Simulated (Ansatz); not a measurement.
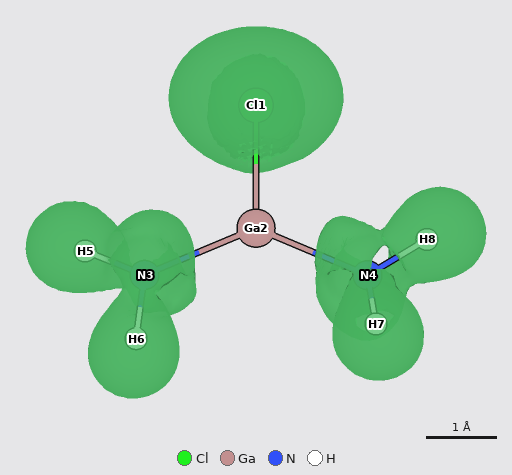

The picture shows: ClGaH₄N₂ (SMILES [NH2][Ga]([NH2])[Cl]). Isosurface of the electron localisation function at 0.8 (green), seen at a tilt. Only the valence region is drawn (cores and ρ < 0.01 e/Å³ removed).

Geometry: PBE0-D4/def2-SVP.

Method: isolated molecule in a Gaussian basis; Kohn-Sham density functional theory, functional PBE0 (Ansatz).

The calculation's input:

```
crystal:
  periodic: [false, false, false]
  atoms:
    - {symbol: Cl, position_ang: [-1.503342, -1.338198, -1.671279]}
    - {symbol: Ga, position_ang: [-0.266069, -0.236875, -0.295878]}
    - {symbol: "N", position_ang: [-0.461317, 1.554589, -0.268825]}
    - {symbol: "N", position_ang: [0.873186, -1.187960, 0.726743]}
    - {symbol: H, position_ang: [-1.222037, 2.004221, -0.762015]}
    - {symbol: H, position_ang: [-0.077392, 2.146090, 0.456656]}
    - {symbol: H, position_ang: [1.623148, -0.770040, 1.261989]}
    - {symbol: H, position_ang: [1.033822, -2.171817, 0.552611]}
basis:
  gaussian:
    orbitals: def2-TZVPD
hamiltonian:
  xc: pbe0
output: {forces: true, orbitals: {seedname: orbitals}}
```

Command:

```sh
ansatz run input.yaml --threads 2 --pin off --max-ram 5220MiB --events-out events.jsonl --progress --plain --runs-dir runs
```

Question: Identify the bonds, lone pairs and shells in this picture.

Answer: The ELF exceeds this value in one region wrapped around Cl (its valence shell) and two joined regions spread over several atoms (H, N), in which their bonds and any lone pairs are merged.

Values along the shortest contacts:
Ga–N (1.80 Å): the ELF peaks at about 0.85 in the valence shell of N, 0.7 Å from its nucleus, and is about 0.35 at the midpoint. Ga–Cl (2.15 Å): the ELF peaks at about 0.85 in the valence shell of Cl, 0.8 Å from its nucleus, and is about 0.60 at the midpoint.
